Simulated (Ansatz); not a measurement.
# CaMgZnAs2 (built on the sites of a database entry of CaZn2As2): phonons and vibrational spectra

Wanted: phonon frequencies of CaMgZnAs2 (built on the sites of a database entry of CaZn2As2) and what follows from them.

Main program and level: Ansatz 0.2.0; DFT PBE, scalar-relativistic, plane waves, norm-conserving pseudopotentials.

The structure was built from a prototype and need not be the compound's stable phase.

## (1) The starting structure

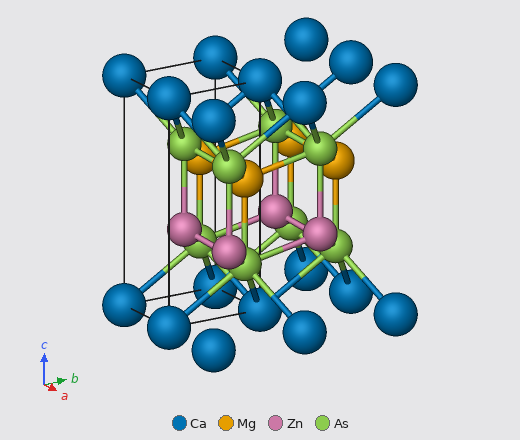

Start, viewed slightly off an axis; calcium blue, magnesium orange, zinc pink, arsenic green. 2×2×1 cells are drawn. Bonds to atoms that aren't drawn are left out. Some periodic images of atoms are drawn too.

## (2) Bringing the structure to rest

The cell and atoms are relaxed, since residual forces and stress would shift the frequencies.

Contents of input.yaml:

```yaml
crystal:
  lattice:
    - [4.24755, 0.0, 0.0]
    - [-2.12377, 3.67848, 0.0]
    - [0.0, 0.0, 7.15409]
  atoms:
    - { symbol: Ca, position: [0.0, 0.0, 0.0] }
    - { symbol: Mg, position: [0.3333333333, 0.6666666667, 0.6303] }
    - { symbol: Zn, position: [0.6666666667, 0.3333333333, 0.3697] }
    - { symbol: As, position: [0.3333333333, 0.6666666667, 0.2583] }
    - { symbol: As, position: [0.6666666667, 0.3333333333, 0.7417] }
kpoints:
  mp_grid: { grid: [6, 6, 4] }
hamiltonian:
  xc: pbe
  pseudopotentials: { kind: nc }
scf:
  occupations: { method: gaussian, width: 0.02 }
output:
  forces: true
  stress: true
  eigenvalues: true
  write_density: true
  write_potential: true
  elf: true
  volumetric_format: npy
relax:
  adjacent_minimum: "off"
  f_tol: 0.005
  max_steps: 80
  cell: { stress_tol: 0.05 }
```

The run is started by

```
$ ansatz run input.yaml --threads 8 --pin off --max-ram 14336MiB --backend cpu --events-out ev --progress --plain --runs-dir out
```

Numbers of over 12 decimals in the logs are rounded to 6 here.

The program printed:

```text
Engine: ansatz 0.2.0, aarch64-unknown-linux-gnu
Pseudopotentials: kind: nc
Pseudopotential: Ca, nc, valence charge 10, recommended cutoff 925.187132 eV (normal), Ca.nc.azcp (PseudoDojo's, or run here from an input of PseudoDojo's: the run reads no file of this project's for it)
Pseudopotential: Mg, nc, valence charge 10, recommended cutoff 1142.878222 eV (normal), Mg.nc.azcp
Pseudopotential: Zn, nc, valence charge 20, recommended cutoff 1142.878222 eV (normal), Zn.nc.azcp
Pseudopotential: As, nc, valence charge 15, recommended cutoff 1142.878222 eV (normal), As.nc.azcp
Functional definition: PBE
  parameter kappa = 0.804
  parameter beta = 0.066725
  exchange = pbe_x(kappa = kappa, mu = beta*pi^2/3)
  correlation = pbe_c(beta = beta)
Crystal: 5 atoms, lattice volume = 111.779 Å³
Basis set: ecut = 1142.878222 eV, 9825 PW (Γ), exchange–correlation on 96×96×160 points (8 copies of the dense FFT grid, shifted against one another)
Bands: 42, of which v1, the nominal top of the filled ones, is band 35 counted from 1 (34 counted from 0)
Symmetry: 6 space group operations
Space group: P3m1 (ITA 156), of the structure as read, at distance tolerance 4.8e-5 Å
k-points: 24 of 144 (time reversal used)
Non-local potential: Ca, projectors of the file, l = 0: 2, l = 1: 2, l = 2: 2
Non-local potential: Mg, projectors of the file, l = 0: 2, l = 1: 2
Non-local potential: Zn, projectors of the file, l = 0: 2, l = 1: 2, l = 2: 2, l = 3: 1
Non-local potential: As, projectors of the file, l = 0: 2, l = 1: 2, l = 2: 2
Initial density: superposition of atomic densities (chi_scale 0.1, normalization cell, long waves kept (reshape's long-wave potential 0.06 eV rms))
Initial wavefunctions: pseudopotential atomic-orbital guess
Functional: x = pbe(κ = 0.804, μ = 0.219515), c = pbe(β = 0.066725)
SCF iter   1: F=—  HF=-14135.405720 eV  |F-HF|=—  |Δ(HF+E_count)|=         —  Δρ=5.58e-2  dr2=7.11e0  ethr=3.10e-3  ⟨swp⟩=13.3  Hψ=5547  notcnv=0
preconditioner: auto → Resta (q_TF=auto, 2.524 Å⁻¹)  ε∞=6.9  [insulator: Δε(μ)=0.020 eV  Ē_g=7.346 eV  σ=0.020 eV  W_gap=0.52  n_scr=34 (ndim 8)  ℏωp=17.9 eV  f_vac=0.006  D(μ)=1.47/eV (n_scr^D=2)  ε∞_Penn≈6.9]
SCF iter   2: F=—  HF=-14133.887327 eV  |F-HF|=—  |Δ(HF+E_count)|=    1.52e0  Δρ=2.43e-2  dr2=9.03e-1  ethr=3.10e-3  ⟨swp⟩=3.5  Hψ=1853  notcnv=0  defer=43
SCF iter   3: F=—  HF=-14133.680516 eV  |F-HF|=—  |Δ(HF+E_count)|=   2.07e-1  Δρ=8.19e-3  dr2=8.69e-2  ethr=1.29e-3  ⟨swp⟩=5.1  Hψ=2091  notcnv=0  defer=45
SCF iter   4: F=—  HF=-14133.674526 eV  |F-HF|=—  |Δ(HF+E_count)|=   5.99e-3  Δρ=2.54e-3  dr2=8.91e-3  ethr=1.24e-4  ⟨swp⟩=3.7  Hψ=1537  notcnv=0  defer=49
SCF iter   5: F=—  HF=-14133.675176 eV  |F-HF|=—  |Δ(HF+E_count)|=   6.50e-4  Δρ=1.10e-3  dr2=1.25e-3  ethr=1.27e-5  ⟨swp⟩=2.0  Hψ=1426  notcnv=0  defer=49
SCF iter   6: F=—  HF=-14133.675629 eV  |F-HF|=—  |Δ(HF+E_count)|=   4.53e-4  Δρ=6.69e-4  dr2=3.33e-4  ethr=1.79e-6  ⟨swp⟩=2.0  Hψ=1853  notcnv=0  defer=49
SCF iter   7: F=—  HF=-14133.675689 eV  |F-HF|=—  |Δ(HF+E_count)|=   5.95e-5  Δρ=1.58e-4  dr2=3.15e-5  ethr=4.76e-7  ⟨swp⟩=2.0  Hψ=1803  notcnv=0  defer=49
SCF iter   8: F=—  HF=-14133.676044 eV  |F-HF|=—  |Δ(HF+E_count)|=   3.55e-4  Δρ=5.21e-5  dr2=3.13e-6  ethr=4.49e-8  ⟨swp⟩=2.0  Hψ=1283  notcnv=0  defer=49
SCF iter   9: F=—  HF=-14133.676046 eV  |F-HF|=—  |Δ(HF+E_count)|=   1.98e-6  Δρ=1.30e-5  dr2=3.56e-7  ethr=4.47e-9  ⟨swp⟩=2.0  Hψ=1606  notcnv=0  defer=49
SCF iter  10: F=-14133.676046 eV  HF=-14133.676046 eV  |F-HF|=1.86e-9  |Δ(HF+E_count)|=   2.19e-7  Δρ=4.79e-6  dr2=1.42e-8  ethr=1.43e-10  ⟨swp⟩=21.7  Hψ=8420  notcnv=0
SCF 1 converged in 10 iterations: F = -14133.676046 eV  dr2 = 1.42e-8
relax step   1: F+E_penalty+E_count = -14133.67604583 eV  Δ(F+E_penalty+E_count) = +0.000e0 eV  max|allowed force component| = 3.651e-1 eV/Å  Δτ_max = 0.0000 Å  P = +0.625 GPa  Ω = 111.779 Å³  (10 SCF iters, dr2 threshold 1.00e-7 eV, accepted)
Crystal: 5 atoms, lattice volume = 111.618 Å³
Basis set: ecut = 1142.878222 eV, 9813 PW (Γ), exchange–correlation on 96×96×160 points (8 copies of the dense FFT grid, shifted against one another)
Initial density: handed on by an earlier stage of this run
Initial wavefunctions: those handed on with the density
iter 1 solved again at ethr=2.52e-5 eV; its pass at ethr=3.10e-3 eV (dr2=1.76e-2 eV) is discarded
SCF iter   1: F=—  HF=-14133.700046 eV  |F-HF|=—  |Δ(HF+E_count)|=         —  Δρ=5.18e-3  dr2=1.60e-2  ethr=2.52e-5  ⟨swp⟩=3.0  Hψ=5762  notcnv=0
preconditioner: auto → Resta (q_TF=auto, 2.524 Å⁻¹)  ε∞=5.2  [insulator: Δε(μ)=0.636 eV  Ē_g=8.792 eV  σ=0.020 eV  W_gap=1.00  n_scr=34 (ndim 8)  ℏωp=17.9 eV  f_vac=0.031  D(μ)=0.00/eV (n_scr^D=0)  ε∞_Penn≈5.2]
SCF iter   2: F=—  HF=-14133.695062 eV  |F-HF|=—  |Δ(HF+E_count)|=   4.98e-3  Δρ=2.22e-3  dr2=2.81e-3  ethr=2.28e-5  ⟨swp⟩=2.1  Hψ=1731  notcnv=0
SCF iter   3: F=—  HF=-14133.694216 eV  |F-HF|=—  |Δ(HF+E_count)|=   8.46e-4  Δρ=4.07e-4  dr2=1.25e-4  ethr=4.01e-6  ⟨swp⟩=2.0  Hψ=1678  notcnv=0
SCF iter   4: F=—  HF=-14133.694441 eV  |F-HF|=—  |Δ(HF+E_count)|=   2.26e-4  Δρ=9.71e-5  dr2=1.02e-5  ethr=1.79e-7  ⟨swp⟩=2.7  Hψ=1586  notcnv=0
SCF iter   5: F=—  HF=-14133.694442 eV  |F-HF|=—  |Δ(HF+E_count)|=   7.95e-7  Δρ=5.37e-5  dr2=2.20e-6  ethr=1.46e-8  ⟨swp⟩=2.0  Hψ=1848  notcnv=0
SCF iter   6: F=-14133.694442 eV  HF=-14133.694442 eV  |F-HF|=5.61e-8  |Δ(HF+E_count)|=   1.10e-7  Δρ=1.20e-5  dr2=1.92e-7  ethr=7.14e-10  ⟨swp⟩=14.1  Hψ=8268  notcnv=0
SCF 2 converged in 6 iterations: F = -14133.694442 eV  dr2 = 1.92e-7
relax step   2: F+E_penalty+E_count = -14133.69444241 eV  Δ(F+E_penalty+E_count) = -1.840e-2 eV  max|allowed force component| = 8.578e-2 eV/Å  Δτ_max = 0.0620 Å  P = +0.208 GPa  Ω = 111.618 Å³  energy of the carried Pulay correction = +1.167e-5 eV  (6 SCF iters, dr2 threshold 5.00e-7 eV, accepted)
Crystal: 5 atoms, lattice volume = 112.073 Å³
iter 1 solved again at ethr=2.37e-6 eV; its pass at ethr=3.10e-3 eV (dr2=1.66e-3 eV) is discarded
SCF iter   1: F=—  HF=-14133.696527 eV  |F-HF|=—  |Δ(HF+E_count)|=         —  Δρ=1.26e-3  dr2=1.45e-3  ethr=2.37e-6  ⟨swp⟩=3.0  Hψ=5559  notcnv=0
preconditioner: auto → Resta (q_TF=auto, 2.522 Å⁻¹)  ε∞=5.1  [insulator: Δε(μ)=0.648 eV  Ē_g=8.818 eV  σ=0.020 eV  W_gap=1.00  n_scr=34 (ndim 8)  ℏωp=17.9 eV  f_vac=0.030  D(μ)=0.00/eV (n_scr^D=0)  ε∞_Penn≈5.1]
SCF iter   2: F=—  HF=-14133.696163 eV  |F-HF|=—  |Δ(HF+E_count)|=   3.64e-4  Δρ=5.76e-4  dr2=2.81e-4  ethr=2.07e-6  ⟨swp⟩=2.0  Hψ=1079  notcnv=0
SCF iter   3: F=—  HF=-14133.696273 eV  |F-HF|=—  |Δ(HF+E_count)|=   1.10e-4  Δρ=8.60e-5  dr2=5.04e-6  ethr=4.02e-7  ⟨swp⟩=2.1  Hψ=1729  notcnv=0
SCF iter   4: F=—  HF=-14133.696273 eV  |F-HF|=—  |Δ(HF+E_count)|=   2.32e-7  Δρ=2.63e-5  dr2=5.09e-7  ethr=6.57e-10  ⟨swp⟩=15.3  Hψ=8589  notcnv=0
SCF iter   5: F=-14133.696273 eV  HF=-14133.696273 eV  |F-HF|=2.07e-8  |Δ(HF+E_count)|=   1.64e-9  Δρ=1.14e-5  dr2=8.84e-8  ethr=6.57e-10  ⟨swp⟩=10.9  Hψ=7004  notcnv=0
SCF 3 converged in 5 iterations: F = -14133.696273 eV  dr2 = 8.84e-8
relax step   3: F+E_penalty+E_count = -14133.69627270 eV  Δ(F+E_penalty+E_count) = -1.830e-3 eV  max|allowed force component| = 2.984e-2 eV/Å  Δτ_max = 0.0123 Å  P = +0.064 GPa  Ω = 112.073 Å³  energy of the carried Pulay correction = -2.123e-5 eV  (5 SCF iters, dr2 threshold 4.60e-7 eV, accepted)
[...]
relax step   4: F+E_penalty+E_count = -14133.69641468 eV  Δ(F+E_penalty+E_count) = -1.420e-4 eV  max|allowed force component| = 5.830e-3 eV/Å  Δτ_max = 0.0051 Å  P = +0.006 GPa  Ω = 112.207 Å³  energy of the carried Pulay correction = -3.088e-5 eV  (5 SCF iters, dr2 threshold 5.57e-8 eV, accepted)
[...]
relax step   5: F+E_penalty+E_count = -14133.69642997 eV  Δ(F+E_penalty+E_count) = -1.529e-5 eV  max|allowed force component| = 3.726e-3 eV/Å  Δτ_max = 0.0009 Å  P = -0.002 GPa  Ω = 112.218 Å³  energy of the carried Pulay correction = -3.165e-5 eV  (5 SCF iters, dr2 threshold 2.12e-9 eV, accepted)
Initial wavefunctions: pseudopotential atomic-orbital guess (no wavefunctions were taken with the density)
iter 1 solved again at ethr=1.22e-5 eV; its pass at ethr=3.10e-3 eV (dr2=8.54e-3 eV) is discarded
SCF iter   1: F=—  HF=-14133.696355 eV  |F-HF|=—  |Δ(HF+E_count)|=         —  Δρ=1.65e-5  dr2=4.72e-8  ethr=1.22e-5  ⟨swp⟩=3.1  Hψ=8241  notcnv=0
eigensolver tolerance schedule: the retry pair's looser diagonalisation over-reported the residual by 180892.98 of it (diagonalisation noise at an unbounded share of the residual, at the tolerance the schedule requests for it); recorded, not acted on — ethr = c·dr2/N_el stays at c = 1.0e-1
preconditioner: auto → Resta (q_TF=auto, 2.522 Å⁻¹)  ε∞=5.1  [insulator: Δε(μ)=0.646 eV  Ē_g=8.796 eV  σ=0.020 eV  W_gap=1.00  n_scr=34 (ndim 8)  ℏωp=17.9 eV  f_vac=0.030  D(μ)=0.00/eV (n_scr^D=0)  ε∞_Penn≈5.1]
SCF iter   2: F=—  HF=-14133.696500 eV  |F-HF|=—  |Δ(HF+E_count)|=   1.45e-4  Δρ=8.51e-6  dr2=1.66e-8  ethr=6.75e-11  ⟨swp⟩=4.9  Hψ=2981  notcnv=0
SCF iter   3: F=—  HF=-14133.696500 eV  |F-HF|=—  |Δ(HF+E_count)|=   3.96e-9  Δρ=5.31e-6  dr2=4.70e-9  ethr=2.37e-11  ⟨swp⟩=2.0  Hψ=1098  notcnv=0
SCF iter   4: F=—  HF=-14133.696500 eV  |F-HF|=—  |Δ(HF+E_count)|=   3.83e-9  Δρ=4.17e-7  dr2=8.33e-11  ethr=6.72e-12  ⟨swp⟩=2.0  Hψ=1320  notcnv=0
SCF iter   5: F=-14133.696500 eV  HF=-14133.696500 eV  |F-HF|=1.82e-11  |Δ(HF+E_count)|=  4.37e-11  Δρ=1.67e-7  dr2=3.80e-11  ethr=1.00e-12  ⟨swp⟩=8.6  Hψ=5137  notcnv=0
SCF 6 converged in 5 iterations: F = -14133.696500 eV  dr2 = 3.80e-11
relax step   6: F+E_penalty+E_count = -14133.69650016 eV  Δ(F+E_penalty+E_count) = -7.019e-5 eV  max|allowed force component| = 3.740e-3 eV/Å  Δτ_max = 0.0000 Å  P = +0.002 GPa  Ω = 112.218 Å³  stress off target by 1.10e-2 GPa  SCF on the basis re-selected at this cell (its energy is not comparable with the rows above)  (5 SCF iters)
basis re-selected at this cell: Δ(F+E_penalty+E_count) = -7.019e-5 eV, ΔP = +0.004 GPa vs the last step (what re-selecting the basis moved, of the pressure what is left beyond the Pulay correction that the steps carried, after the strain that the cell walked since its last selection, with what the two solves' SCF thresholds leave and, on support functions, any second-order correction that the steps lacked; it is no m [...]
SCF converged after 5 iterations
Free energy (F): -14133.696500 eV
Harris-Foulkes:  -14133.696500 eV  (|F-HF|=1.82e-11)
Internal energy: -14133.696500 eV  (E = F + TS)
E sigma→0 (E₀):  -14133.696500 eV
Fermi energy:    8.996561 eV
--- Per-component energies (eV) ---
  E_band       = -1576.072893
  E_kinetic    = 7943.962159
  E_local      = -13981.171368  (includes V_loc(G=0)·N_el)
  E_nonlocal   = -3997.876197
  E_hartree    = 5246.586813
  E_xc         = -2321.900150
  E_vxc        = -2034.161231  (∫ρ·V_xc dr)
  E_ewald      = -7023.297757
  E_smearing   = -0.000000  (= −TS)
  E_closure    = 0.000000  (closes the sum)
  Σ components = -14133.696500   (vs F -14133.696500, Δ=0.00e0)
--- Forces (eV/Å), atoms counted from 1 ---
  atom   1  Ca     0.00000000    -0.00000000     0.00261947
  atom   2  Mg    -0.00000000     0.00000000     0.00175364
  atom   3  Zn     0.00000000    -0.00000000     0.00266016
  atom   4  As    -0.00000000     0.00000000    -0.00375633
  atom   5  As     0.00000000    -0.00000000    -0.00336080
  max |Σ_I F_I| component: 8.39e-5 eV/Å
--- Stress (GPa, compression-positive) ---
        0.008724      -0.000000      -0.000000
       -0.000000       0.008724       0.000000
       -0.000000       0.000000      -0.011043
  P = ⅓ Tr σ = 0.0021 GPa (0.021 kbar)
--- Band table (eV; the first three rows and the last of 24) ---
  k-point 0: bands = [... 31 lower, 7.5037, 8.6398, 8.6735, 8.6735, 9.3192, 10.6291, 11.2771, 11.6313, ... 3 higher]
  k-point 1: bands = [... 31 lower, 7.6278, 7.6278, 8.4413, 8.4413, 9.7278, 11.0773, 11.6025, 11.6025, ... 3 higher]
  k-point 2: bands = [... 31 lower, 7.8974, 7.8974, 8.0763, 8.0763, 9.8312, 11.1705, 11.5316, 11.5316, ... 3 higher]
  k-point 23: bands = [... 31 lower, 5.4196, 6.0157, 7.2056, 7.2465, 10.5928, 11.2688, 12.4456, 12.7219, ... 3 higher]
--- Relaxed structure (5 steps of the walk, 5 accepted, 1 SCFs on fresh bases) ---
  F+E_penalty+E_count = -14133.69650016 eV   max|allowed force component| = 3.740e-3 eV/Å   (the final SCF, on the basis selected at the relaxed cell)
  cell:  # Å, volume = 112.2181 Å³
    - [4.275339, -2.9056401625916266e-6, 0]
    - [-2.137667, 3.702554, 5.991151648009899e-19]
    - [0, 1.1651883051768453e-18, 7.089101]
  atoms:
    - { symbol: Ca, position: [0, -1.2787749176640573e-19, 0.00102579] }
    - { symbol: Mg, position: [0.333333, 0.666667, 0.627553] }
    - { symbol: Zn, position: [0.666667, 0.333333, 0.370122] }
    - { symbol: As, position: [0.333333, 0.666667, 0.252474] }
    - { symbol: As, position: [0.666667, 0.333333, 0.748826] }
```

Run time: 60 s. Hardware: 8 threads of Arm Neoverse N1, shared host; peak memory 1.2 GiB; 7.5 min of CPU time.

Step by step:

| step | energy less that of the first step (eV) | largest force component (eV/Å) | pressure (GPa) | volume (Å³) |
| --- | --- | --- | --- | --- |
| 1 | 0.0000 | 0.3651 | 0.62 | 111.78 |
| 2 | -0.0184 | 0.0858 | 0.21 | 111.62 |
| 3 | -0.0202 | 0.0298 | 0.06 | 112.07 |
| 4 | -0.0204 | 0.0058 | 0.01 | 112.21 |
| 5 | -0.0204 | 0.0037 | 0.00 | 112.22 |
| 6* | -0.0205 | 0.0037 | 0.00 | 112.22 |

Relaxation steps marked * repeat the geometry before them on a plane-wave basis chosen anew for their cell, so energy and pressure can jump there.

The run keeps the 6 symmetry operations that it works with, so distortions that break them were not tested.

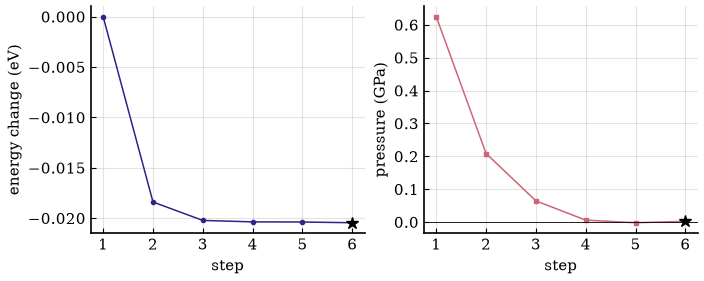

Energy and pressure along the relaxation. Stars mark steps on a basis chosen anew.

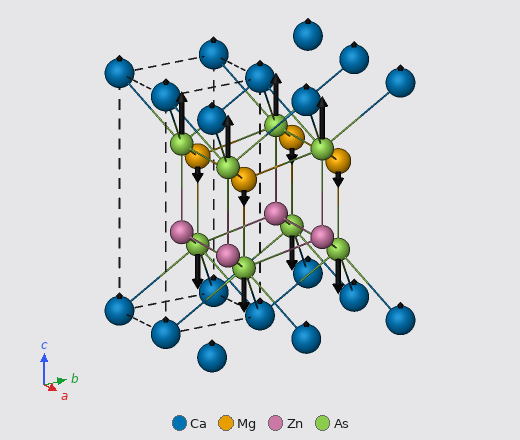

Displacements in the relaxation, exaggerated, measured against the changing cell; the longest in the cell stands for 0.05 Å. Bonds to atoms that aren't drawn are left out. 2×2×1 cells are drawn. Some periodic images of atoms are drawn too.

| conventional cell, symmetrised | before | after | change |
| --- | --- | --- | --- |
| a (Å) | 4.248 | 4.275 | +0.7 % |
| b (Å) | 4.248 | 4.275 | +0.7 % |
| c (Å) | 7.154 | 7.089 | -0.9 % |
| volume (Å³/atom) | 22.36 | 22.44 | +0.4 % |

The atoms that moved most (Å, as changes of fractional coordinates times the final cell):

| atom | dx | dy | dz | length |
| --- | --- | --- | --- | --- |
| As5 | 0.000 | 0.000 | 0.051 | 0.051 |
| As4 | 0.000 | 0.000 | -0.041 | 0.041 |
| Mg2 | 0.000 | 0.000 | -0.019 | 0.019 |
| Ca1 | 0.000 | 0.000 | 0.007 | 0.007 |

Numbers from this step:

```yaml
pressure: 0.002135 GPa
gap_on_the_k_mesh: 0.6457 eV
volume_per_atom: 22.44 Å³
direct_gap_on_mesh: 0.6457 eV
```

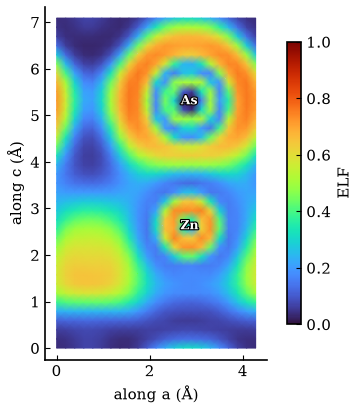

ELF in the ac plane at fractional y = 0.333, with atoms of Zn and As within 0.2 Å of it. It is the smooth field of the valence electrons, not physical close to the nuclei.

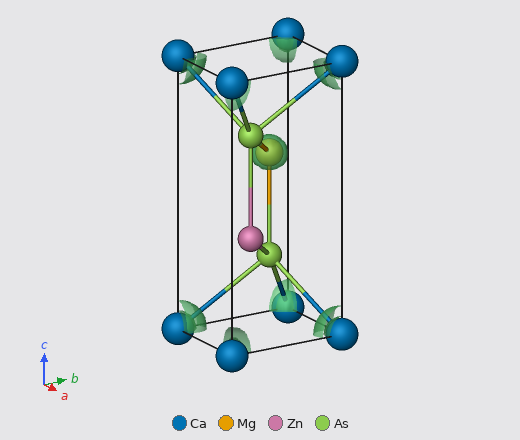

Surface of ELF = 0.84. Bonds to atoms that aren't drawn are left out.

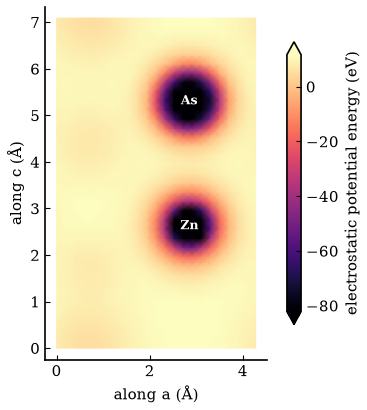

Electrostatic potential energy in the ac plane at fractional y = 0.333, with atoms of Zn and As within 0.2 Å of it. With pseudopotentials it is smooth inside the atoms' cores, unlike the true potential.

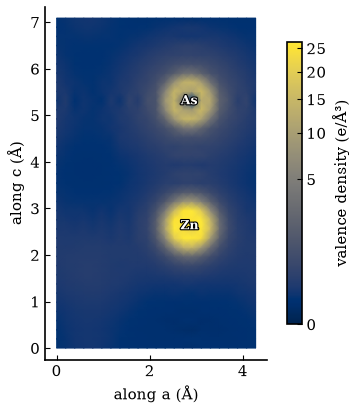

Valence density in the ac plane at fractional y = 0.333, with atoms of Zn and As within 0.2 Å of it. It is the smooth field of the valence electrons, not physical close to the nuclei. The colour scale is stretched toward low values.

In this step the volume went from 22.36 to 22.44 Å³/atom.

## (3) Tight relaxation

Phonons need a cell at rest on their own settings, so the relaxation is repeated with tight tolerances on forces and stress on the k mesh and occupations of the first response run.

Contents of input.yaml:

```yaml
crystal:
  lattice:
    - [4.2753392951, -2.9056e-06, 0.0]
    - [-2.1376671312, 3.7025538922, 0.0]
    - [0.0, 0.0, 7.0891007689]
  atoms:
    - { symbol: Ca, position: [0.0, 0.0, 0.0010257918] }
    - { symbol: Mg, position: [0.3333333333, 0.6666666667, 0.6275526354] }
    - { symbol: Zn, position: [0.6666666667, 0.3333333333, 0.3701216992] }
    - { symbol: As, position: [0.3333333333, 0.6666666667, 0.2524742068] }
    - { symbol: As, position: [0.6666666667, 0.3333333333, 0.7488256667] }
kpoints:
  mp_grid: { grid: [6, 6, 4] }
hamiltonian:
  xc: pbe
  pseudopotentials: { kind: nc }
scf:
  occupations: { method: fixed }
output:
  forces: true
  stress: true
  eigenvalues: true
relax:
  adjacent_minimum: "off"
  f_tol: 0.001
  max_steps: 60
  cell: { stress_tol: 0.01 }
```

The program printed:

```text
[...]
Crystal: 5 atoms, lattice volume = 112.218 Å³
Basis set: ecut = 1142.878222 eV, 9849 PW (Γ), exchange–correlation on 96×96×160 points (8 copies of the dense FFT grid, shifted against one another)
Bands: 42, of which v1, the nominal top of the filled ones, is band 35 counted from 1 (34 counted from 0)
Symmetry: 6 space group operations
[...]
cell:  # Å, volume = 112.2168 Å³
    - [4.275908, -2.906001976959699e-6, -1.0096768569894046e-19]
    - [-2.137952, 3.703047, 0]
    - [-1.674183308381106e-19, 0, 7.087133]
  atoms:
    - { symbol: Ca, position: [0, 0, 0.0011384] }
    - { symbol: Mg, position: [0.333333, 0.666667, 0.627585] }
    - { symbol: Zn, position: [0.666667, 0.333333, 0.370203] }
    - { symbol: As, position: [0.333333, 0.666667, 0.252344] }
    - { symbol: As, position: [0.666667, 0.333333, 0.748730] }
[key lines of the parts left out:]
SCF converged after 10 iterations
Free energy (F): -14133.696508 eV
Fermi energy:    8.673063 eV
P = ⅓ Tr σ = 0.0006 GPa (0.006 kbar)
```

The job ended after 50 s (8 threads; peak memory 1.2 GiB; 6.3 min of CPU time).

Little changed from the start: no atom moved by 0.005 Å and no cell edge by 0.1 %.

This step gave:

| Property | Result |
| --- | --- |
| pressure | 5.59e-4 GPa |
| gap on the k-mesh | 0.6460 eV |
| direct gap on mesh | 0.6460 eV |

The largest force component left is 0.38 meV/Å and the pressure is 0.001 GPa, within the tolerances set. The cell now holds 22.44 Å³/atom.

[end of part 1 of 3]

[Logs are printed without paths, hosts, clocks, repeated set-up lines and the standing remarks that a program may print on its own settings, such as how far it seeks lower states.]

[Hosts, paths, dates, database ids (printed as entryN), source tags and the programs' standing remarks are cut or masked in the printed files.]
